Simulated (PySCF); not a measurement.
# C₇H₅BrO₂: excited states, first hyperpolarisability

Wanted: excited states, first hyperpolarisability for C₇H₅BrO₂ (`O=C(O)c1ccc(Br)cc1`).

Programs: PySCF 2.14.0, with routines of our own; each step states its level. All values are computed. Atoms count from 0.

### Step 1. The starting structure

15 atoms, charge 0, multiplicity 1; geometry from: GFN2-xTB.

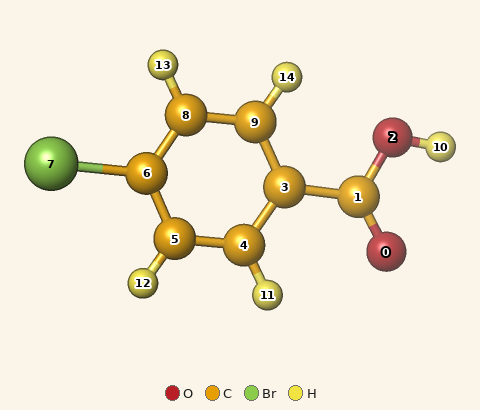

The starting geometry (oxygen red, carbon amber, bromine green, hydrogen yellow).

### Step 2. Optimising the geometry at PBE0-D3(BJ)/def2-SVP

What the job is given:

```
{"job": {"xc": "PBE0", "basis": "def2-SVP", "d3": "d3bj", "grid": 2, "kind": "geom"}, "charge": 0, "multiplicity": 1}
O      2.593429    -1.472010     0.168016
C      2.095265    -0.413285    -0.120404
O      2.833582     0.667268    -0.413741
C      0.637085    -0.164244    -0.189505
C     -0.229276    -1.217500     0.098590
C     -1.595707    -1.030218     0.046755
C     -2.089000     0.219178    -0.297504
Br    -3.969085     0.488902    -0.373315
C     -1.242405     1.278167    -0.587541
C      0.124029     1.084573    -0.532071
H      3.776071     0.446257    -0.352570
H      0.187731    -2.177393     0.362124
H     -2.273247    -1.839820     0.269641
H     -1.650724     2.240998    -0.853100
H      0.797836     1.897118    -0.752941
```

Launch:

```console
$ OMP_NUM_THREADS=1 python excited_run.py task.json out
```

One launch serves the whole session: the jobs run in the order shown.

The program printed:

```text
step   0  E = -2993.01197540  max force = 0.013667
step   1  E = -2993.01251165  max force = 0.002324
step   2  E = -2993.01296794  max force = 0.004538
step   3  E = -2993.01299324  max force = 0.004415
step   4  E = -2993.01312340  max force = 0.004272
step   5  E = -2993.01318619  max force = 0.001153
step   6  E = -2993.01320708  max force = 0.000456
step   7  E = -2993.01321261  max force = 0.000820
step   8  E = -2993.01321849  max force = 0.000263
optimisation converged
```

Run time: 2.8 min. Hardware: 1 thread of Arm Neoverse V1, shared host; peak memory 0.94 GiB.

Step by step:

```
step  energy from step 0 (eV)  largest force component (eV/Å)
   0                   0.0000                          0.7028
   1                  -0.0146                          0.1195
   2                  -0.0270                          0.2334
   3                  -0.0277                          0.2270
   4                  -0.0312                          0.2197
   5                  -0.0329                          0.0593
   6                  -0.0335                          0.0234
   7                  -0.0337                          0.0422
   8                  -0.0338                          0.0135
```

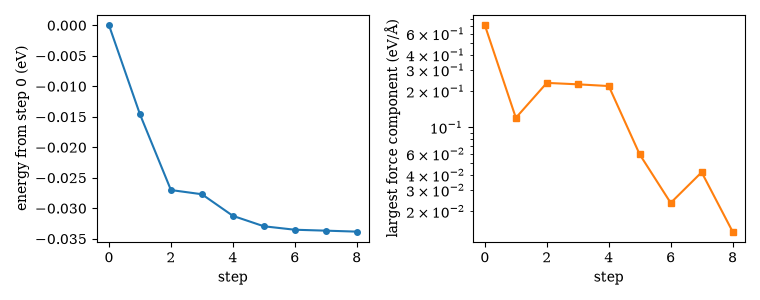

Energy and force, step by step.

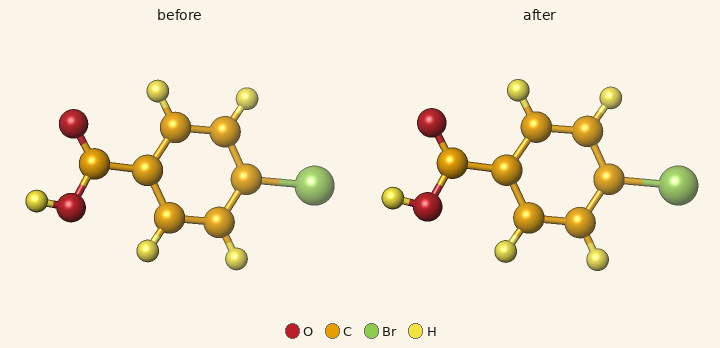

Before and after, at one scale.

Close pairs (by a distance rule), those that changed most:

```
  bond  before (Å)  after (Å)  change (Å)
C6–Br7       1.901      1.884      -0.017
C4–H11       1.079      1.092      +0.013
C9–H14       1.078      1.091      +0.012
C5–H12       1.079      1.091      +0.012
C8–H13       1.079      1.091      +0.012
 C8–C9       1.381      1.391      +0.010
 C5–C6       1.387      1.396      +0.009
 C4–C5       1.380      1.389      +0.009
```

The final coordinates are the input of the step that follows.

```
                         at the end point                value
  point group (found at 0.08 Å tolerance)                   Cs
rotational constants (GHz, main isotopes)  3.883, 0.370, 0.337
                        dipole moment (D)                 1.45
```

### Step 3. Excited states: TDA CAM-B3LYP/aug-cc-pVDZ

What the job is given:

```
{"job": {"kind": "states", "xc": "CAM-B3LYP", "basis": "aug-cc-pVDZ", "tda": true, "soc": true, "nstates": 6, "ntriplets": 5, "nquad": 4}, "charge": 0, "multiplicity": 1}
O      2.591922    -1.550838    -0.041179
C      2.109987    -0.480237    -0.313590
O      2.850243     0.563453    -0.711948
C      0.659039    -0.171566    -0.249820
C     -0.210677    -1.187284     0.159493
C     -1.577996    -0.955675     0.240589
C     -2.072014     0.306769    -0.093017
Br    -3.923911     0.633626     0.012898
C     -1.218365     1.331199    -0.503948
C      0.148770     1.087882    -0.581166
H      3.769620     0.257577    -0.719024
H      0.210219    -2.162381     0.412980
H     -2.261090    -1.744224     0.559753
H     -1.624860     2.310583    -0.760490
H      0.829351     1.878315    -0.900708
```

Level: TDA CAM-B3LYP/aug-cc-pVDZ excited states, vertical, gas phase, spin-orbit mean-field couplings.

The program printed:

```text
coarse grid: 66312 points
cycle   1  E = -2994.1484010340  dE =  1.210e+00  |g| = 9.508e-01  |ddm| = 5.147e+01
cycle   2  E = -2993.9622283562  dE =  1.862e-01  |g| = 1.425e+00  |ddm| = 1.145e+01
cycle   3  E = -2994.3286338968  dE = -3.664e-01  |g| = 1.845e-01  |ddm| = 6.985e+00
cycle   4  E = -2994.3340041392  dE = -5.370e-03  |g| = 8.115e-02  |ddm| = 8.735e-01
cycle   5  E = -2994.3352269148  dE = -1.223e-03  |g| = 1.296e-02  |ddm| = 3.224e-01
cycle   6  E = -2994.3352662478  dE = -3.933e-05  |g| = 5.182e-03  |ddm| = 1.622e-01
cycle   7  E = -2994.3352737332  dE = -7.485e-06  |g| = 1.788e-03  |ddm| = 4.290e-02
final grid: 140808 points
cycle   8  E = -2994.3352697740  dE =  2.314e-07  |g| = 2.250e-03  |ddm| = 3.897e-02
cycle   9  E = -2994.3352682687  dE =  1.505e-06  |g| = 3.369e-03  |ddm| = 2.967e-02
cycle  10  E = -2994.3352711509  dE = -2.882e-06  |g| = 1.261e-04  |ddm| = 1.743e-02
cycle  11  E = -2994.3352711566  dE = -5.723e-09  |g| = 8.221e-05  |ddm| = 1.354e-03
cycle  12  E = -2994.3352711594  dE = -2.776e-09  |g| = 2.948e-05  |ddm| = 8.093e-04
cycle  13  E = -2994.3352711597  dE = -2.951e-10  |g| = 9.758e-06  |ddm| = 2.510e-04
converged SCF energy = -2994.3352711597

Singlet excitations
state   eV       nm        f     d(h-e)  d(exc)  Lambda  PR(NTO)  |dmu|/D   mu/D   main configurations
  1   5.1212   242.1   0.00762   0.422   2.963   0.592   1.976    1.272    1.871   H-1->L 0.56, H->L+1 0.41
  2   5.2250   237.3   0.00007   1.369   2.849   0.378   1.009    4.303    4.395   H-2->L 0.61, H-3->L 0.24
  3   5.4407   227.9   0.46543   1.371   3.523   0.714   1.258    4.159    4.303   H->L 0.88
  4   5.9156   209.6   0.00004   0.962   3.306   0.332   1.026    3.671    4.046   H->L+5 0.55, H->L+2 0.14, H->L+6 0.09
  5   6.4108   193.4   0.00000   2.933   4.091   0.368   1.008                     H-3->L 0.65, H-2->L 0.27
  6   6.5923   188.1   0.22951   1.289   3.391   0.571   2.201                     H->L+1 0.52, H-1->L 0.35

Triplet excitations (Tamm-Dancoff)
state   eV     d(h-e)  d(exc)  Lambda  PR(NTO)   main configurations
  1   3.6613   0.404   2.908   0.714   1.325   H->L 0.76, H-1->L+1 0.11
  2   4.4142   0.381   2.866   0.595   1.198   H-1->L 0.88
  3   4.6128   0.199   2.688   0.849   1.315   H-1->L+1 0.83, H->L 0.12
  4   4.8019   1.253   2.734   0.373   1.009   H-2->L 0.58, H-3->L 0.23
  5   4.9140   0.451   2.949   0.585   1.197   H->L+1 0.85, H-1->L 0.09
S1 - T1 = 1.4599 eV

Spin-orbit couplings |<S|Hso|T>| (cm-1)
             T1       T2       T3       T4       T5
S0        0.132    2.771    0.327   54.440    5.261
S1        0.388    0.018    0.091    0.357    0.002
S2        7.355    2.893    4.977    0.696    1.732
S3        0.092    0.222    0.070    9.809    0.117
S4       96.845    6.301   34.976    1.016   16.518
S5      351.817   15.943  178.836   22.200   23.185
S6        1.563    0.080    0.279    7.044    0.032
T1 sublevels (cm-1): 0.000 5.068 5.584   radiative rates (1/s): 0.00278 0.52 0.803
```

It took 1.9 min on 1 thread of Arm Neoverse V1, shared host; peak memory 1.3 GiB.

From this job:

```
  quantity    value
S1 less T1  1.46 eV
```

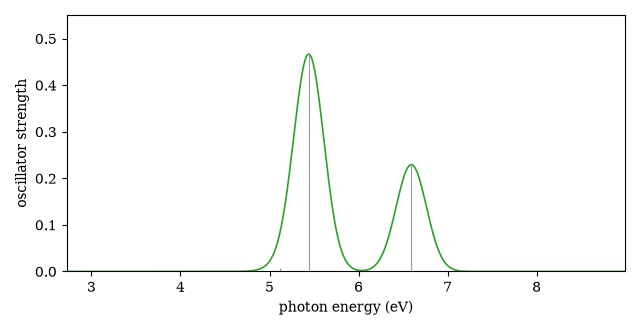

Absorption lines of the singlets. Lines are broadened to a width of 0.40 eV (Gaussian).

### Step 4. Excited states: TDDFT CAM-B3LYP/aug-cc-pVDZ

Settings changed since step 3:

```diff
@@ -1,2 +1,2 @@
-{"job": {"kind": "states", "xc": "CAM-B3LYP", "basis": "aug-cc-pVDZ", "tda": true, "soc": true, "nstates": 6, "ntriplets": 5, "nquad": 4}, "charge": 0, "multiplicity": 1}
+{"job": {"kind": "states", "xc": "CAM-B3LYP", "basis": "aug-cc-pVDZ", "tpa": true, "nstates": 8, "nquad": 6, "ntriplets": 0}, "charge": 0, "multiplicity": 1}
 O      2.591922    -1.550838    -0.041179
```

Method: TDDFT CAM-B3LYP/aug-cc-pVDZ excited states, vertical, gas phase, two-photon moments by quadratic response.

The program printed:

```text
coarse grid: 66312 points
cycle   1  E = -2994.1484010340  dE =  1.210e+00  |g| = 9.508e-01  |ddm| = 5.147e+01
cycle   2  E = -2993.9622283562  dE =  1.862e-01  |g| = 1.425e+00  |ddm| = 1.145e+01
cycle   3  E = -2994.3286338968  dE = -3.664e-01  |g| = 1.845e-01  |ddm| = 6.985e+00
cycle   4  E = -2994.3340041392  dE = -5.370e-03  |g| = 8.115e-02  |ddm| = 8.735e-01
cycle   5  E = -2994.3352269148  dE = -1.223e-03  |g| = 1.296e-02  |ddm| = 3.224e-01
cycle   6  E = -2994.3352662478  dE = -3.933e-05  |g| = 5.182e-03  |ddm| = 1.622e-01
cycle   7  E = -2994.3352737332  dE = -7.485e-06  |g| = 1.788e-03  |ddm| = 4.290e-02
final grid: 140808 points
cycle   8  E = -2994.3352697740  dE =  2.314e-07  |g| = 2.250e-03  |ddm| = 3.897e-02
cycle   9  E = -2994.3352682687  dE =  1.505e-06  |g| = 3.369e-03  |ddm| = 2.967e-02
cycle  10  E = -2994.3352711509  dE = -2.882e-06  |g| = 1.261e-04  |ddm| = 1.743e-02
cycle  11  E = -2994.3352711566  dE = -5.723e-09  |g| = 8.221e-05  |ddm| = 1.354e-03
cycle  12  E = -2994.3352711594  dE = -2.776e-09  |g| = 2.948e-05  |ddm| = 8.093e-04
cycle  13  E = -2994.3352711597  dE = -2.951e-10  |g| = 9.758e-06  |ddm| = 2.510e-04
converged SCF energy = -2994.3352711597

Singlet excitations
state   eV       nm        f     d(h-e)  d(exc)  Lambda  PR(NTO)  |dmu|/D   mu/D   delta(TPA)   sigma/GM   main configurations
  1   5.0655   244.8   0.00885   0.396   2.935   0.591   1.963    1.350    1.921        2.15      0.020   H-1->L 0.59, H->L+1 0.37
  2   5.2034   238.3   0.00061   1.371   2.858   0.379   1.011    4.288    4.378        0.97      0.010   H-2->L 0.61, H-3->L 0.24
  3   5.2434   236.5   0.38160   1.255   3.453   0.709   1.285    3.832    3.998      595.90      6.002   H->L 0.91
  4   5.8787   210.9   0.00023   0.974   3.299   0.333   1.030    3.656    4.036        2.69      0.034   H->L+5 0.56, H->L+2 0.13, H->L+6 0.09
  5   6.2631   198.0   0.18730   1.122   3.327   0.578   2.116    3.109    3.318       19.87      0.286   H->L+1 0.59, H-1->L 0.37
  6   6.4064   193.5   0.00000   2.932   4.091   0.368   1.008    9.086    9.072        0.40      0.006   H-3->L 0.65, H-2->L 0.27
  7   6.6219   187.2   0.01022   0.420   4.537   0.248   1.071                                            H->L+2 0.45, H->L+3 0.29, H->L+5 0.14
  8   6.7144   184.7   0.55904   0.323   2.945   0.823   1.485                                            H-1->L+1 0.86
```

Run time: 2.5 min. Hardware: 1 thread of Arm Neoverse V1, shared host; peak memory 1.3 GiB.

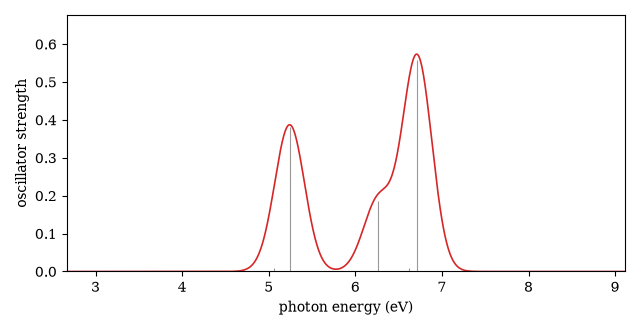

Absorption lines of the singlets. Lines are broadened to a width of 0.40 eV (Gaussian).

### Step 5. First hyperpolarisability: quadratic response CAM-B3LYP/aug-cc-pVDZ

Settings changed since step 4:

```diff
@@ -1,2 +1,2 @@
-{"job": {"kind": "states", "xc": "CAM-B3LYP", "basis": "aug-cc-pVDZ", "tpa": true, "nstates": 8, "nquad": 6, "ntriplets": 0}, "charge": 0, "multiplicity": 1}
+{"job": {"kind": "beta", "xc": "CAM-B3LYP", "basis": "aug-cc-pVDZ"}, "charge": 0, "multiplicity": 1}
 O      2.591922    -1.550838    -0.041179
```

With the program's defaults for keys left out, this is: quadratic response CAM-B3LYP/aug-cc-pVDZ first hyperpolarisability, Taylor convention, gas phase.

The program printed:

```text
coarse grid: 66312 points
cycle   1  E = -2994.1484010340  dE =  1.210e+00  |g| = 9.508e-01  |ddm| = 5.147e+01
cycle   2  E = -2993.9622283562  dE =  1.862e-01  |g| = 1.425e+00  |ddm| = 1.145e+01
cycle   3  E = -2994.3286338968  dE = -3.664e-01  |g| = 1.845e-01  |ddm| = 6.985e+00
cycle   4  E = -2994.3340041392  dE = -5.370e-03  |g| = 8.115e-02  |ddm| = 8.735e-01
cycle   5  E = -2994.3352269148  dE = -1.223e-03  |g| = 1.296e-02  |ddm| = 3.224e-01
cycle   6  E = -2994.3352662478  dE = -3.933e-05  |g| = 5.182e-03  |ddm| = 1.622e-01
cycle   7  E = -2994.3352737332  dE = -7.485e-06  |g| = 1.788e-03  |ddm| = 4.290e-02
final grid: 140808 points
cycle   8  E = -2994.3352697740  dE =  2.314e-07  |g| = 2.250e-03  |ddm| = 3.897e-02
cycle   9  E = -2994.3352682687  dE =  1.505e-06  |g| = 3.369e-03  |ddm| = 2.967e-02
cycle  10  E = -2994.3352711509  dE = -2.882e-06  |g| = 1.261e-04  |ddm| = 1.743e-02
cycle  11  E = -2994.3352711566  dE = -5.723e-09  |g| = 8.221e-05  |ddm| = 1.354e-03
cycle  12  E = -2994.3352711594  dE = -2.776e-09  |g| = 2.948e-05  |ddm| = 8.093e-04
cycle  13  E = -2994.3352711597  dE = -2.951e-10  |g| = 9.758e-06  |ddm| = 2.510e-04
converged SCF energy = -2994.3352711597

Lowest singlets (eV, f): 5.0655 0.0088  5.2034 0.0006  5.2434 0.3816

First hyperpolarisability (au)
process     nm      |vector|   parallel      HRS      DR
static         -      503.96     -40.05     240.44   3.459
shg       1907.0      561.98     -43.63     265.31    3.55
eope      1907.0      522.37     -41.19          -       -
shg       1064.0      726.67     -53.53     335.53   3.764
eope      1064.0      566.40      -43.9          -       -
```

Run time: 100 s. Hardware: 1 thread of Arm Neoverse V1, shared host; peak memory 1.3 GiB.

### Step 6. Excited states: TDA CAM-B3LYP/aug-cc-pVDZ in ethanol

Settings changed since step 5:

```diff
@@ -1,2 +1,2 @@
-{"job": {"kind": "beta", "xc": "CAM-B3LYP", "basis": "aug-cc-pVDZ"}, "charge": 0, "multiplicity": 1}
+{"job": {"kind": "states", "xc": "CAM-B3LYP", "basis": "aug-cc-pVDZ", "tda": true, "soc": true, "nstates": 6, "ntriplets": 5, "nquad": 4, "solvent": "ethanol"}, "charge": 0, "multiplicity": 1}
 O      2.591922    -1.550838    -0.041179
```

Method: TDA CAM-B3LYP/aug-cc-pVDZ excited states, vertical, IEF-PCM ethanol (non-equilibrium response), spin-orbit mean-field couplings.

The program printed:

```text
coarse grid: 66312 points
cycle   1  E = -2994.1694247579  dE =  1.190e+00  |g| = 9.324e-01  |ddm| = 5.157e+01
cycle   2  E = -2994.0346034495  dE =  1.348e-01  |g| = 1.313e+00  |ddm| = 1.168e+01
cycle   3  E = -2994.3425929300  dE = -3.080e-01  |g| = 1.358e-01  |ddm| = 7.271e+00
cycle   4  E = -2994.3452063082  dE = -2.613e-03  |g| = 7.453e-02  |ddm| = 7.557e-01
cycle   5  E = -2994.3462368857  dE = -1.031e-03  |g| = 9.612e-03  |ddm| = 2.918e-01
cycle   6  E = -2994.3462606530  dE = -2.377e-05  |g| = 3.587e-03  |ddm| = 1.416e-01
cycle   7  E = -2994.3462645490  dE = -3.896e-06  |g| = 9.453e-04  |ddm| = 3.924e-02
final grid: 140808 points
cycle   8  E = -2994.3462609438  dE = -3.242e-07  |g| = 8.751e-04  |ddm| = 3.666e-02
cycle   9  E = -2994.3462609198  dE =  2.405e-08  |g| = 1.072e-03  |ddm| = 1.249e-02
cycle  10  E = -2994.3462611611  dE = -2.413e-07  |g| = 1.328e-04  |ddm| = 7.141e-03
cycle  11  E = -2994.3462611670  dE = -5.828e-09  |g| = 7.867e-05  |ddm| = 9.858e-04
cycle  12  E = -2994.3462611697  dE = -2.687e-09  |g| = 2.595e-05  |ddm| = 9.932e-04
cycle  13  E = -2994.3462611699  dE = -2.015e-10  |g| = 5.149e-06  |ddm| = 2.712e-04
converged SCF energy = -2994.3462611699

Singlet excitations
state   eV       nm        f     d(h-e)  d(exc)  Lambda  PR(NTO)  |dmu|/D   mu/D   main configurations
  1   5.1009   243.1   0.01717   0.451   2.962   0.592   1.887    1.543    2.440   H-1->L 0.62, H->L+1 0.35
  2   5.3495   231.8   0.01367   1.261   2.848   0.388   1.019    4.421    4.583   H-3->L 0.53, H-2->L 0.30
  3   5.3601   231.3   0.57766   1.316   3.499   0.702   1.201    4.655    4.937   H->L 0.88
  4   5.9661   207.8   0.00006   1.068   3.308   0.285   1.024    4.420    4.984   H->L+5 0.36, H->L+4 0.23, H->L+2 0.12
  5   6.4750   191.5   0.00000   2.886   4.092   0.378   1.011                     H-2->L 0.59, H-3->L 0.31
  6   6.4972   190.8   0.31768   1.126   3.340   0.577   2.068                     H->L+1 0.58, H-1->L 0.32

Triplet excitations (Tamm-Dancoff)
state   eV     d(h-e)  d(exc)  Lambda  PR(NTO)   main configurations
  1   3.6745   0.417   2.904   0.714   1.328   H->L 0.76, H-1->L+1 0.11
  2   4.3549   0.428   2.872   0.590   1.122   H-1->L 0.91
  3   4.6158   0.201   2.690   0.848   1.323   H-1->L+1 0.84, H->L 0.13
  4   4.9422   1.217   2.725   0.377   1.010   H-3->L 0.54, H-2->L 0.29
  5   4.9784   0.416   2.940   0.589   1.124   H->L+1 0.89
S1 - T1 = 1.4264 eV

Spin-orbit couplings |<S|Hso|T>| (cm-1)
             T1       T2       T3       T4       T5
S0        0.124    2.333    0.176   54.333    5.476
S1        0.394    0.016    0.094    0.333    0.000
S2        7.770    2.538    5.483    1.845    1.103
S3        1.226    0.480    0.865   10.575    0.215
S4       95.112    4.788   34.880    1.140   15.363
S5      335.192   11.125  171.994   26.714   11.745
S6        1.589    0.060    0.675    5.949    0.055
T1 sublevels (cm-1): 0.000 4.488 4.977   radiative rates (1/s): 0.00179 0.781 0.651
```

Wall time 1.9 min (1 thread of Arm Neoverse V1, shared host); peak memory 1.3 GiB.

From this job:

```
  quantity    value
S1 less T1  1.43 eV
```

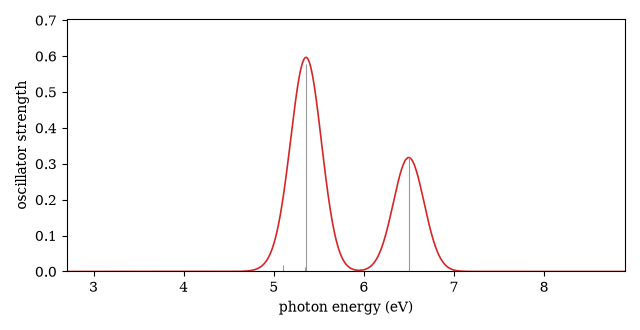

Absorption lines of the singlets. Lines are broadened to a width of 0.40 eV (Gaussian).

### Step 7. Outcome

| quantity | value |
| --- | --- |
| point group | Cs |
| rotational constants (main isotopes) | 3.88, 0.37, 0.34 GHz |
| S1 less T1 (step 3, TDA CAM-B3LYP/aug-cc-pVDZ) | 1.46 eV |
| β vector (step 5, quadratic response CAM-B3LYP/aug-cc-pVDZ) | static 504, SHG 1907.0 nm 562, SHG 1064.0 nm 727 au |
| S1 less T1 (step 6, TDA CAM-B3LYP/aug-cc-pVDZ in ethanol) | 1.43 eV |

Relaxing lowered the energy by 0.034 eV in 8 steps; the close pair that moved most is C6–Br7, from 1.901 to 1.884 Å. Scalar relativity is left out for the heavy atoms. In step 3, the number of triplets below S1 is at least 5, and the largest singlet-triplet spin-orbit coupling is S5–T1, 351.82 cm⁻¹. Steps that list no spin-orbit terms leave them out, which matters at and beside the heavy atoms. β grows from 504 au (static) to 727 au for doubling at 1064.0 nm: normal dispersion, which grows as twice the photon energy moves toward the bright states. In step 6, the number of triplets below S1 is at least 5, and the largest singlet-triplet spin-orbit coupling is S5–T1, 335.19 cm⁻¹.
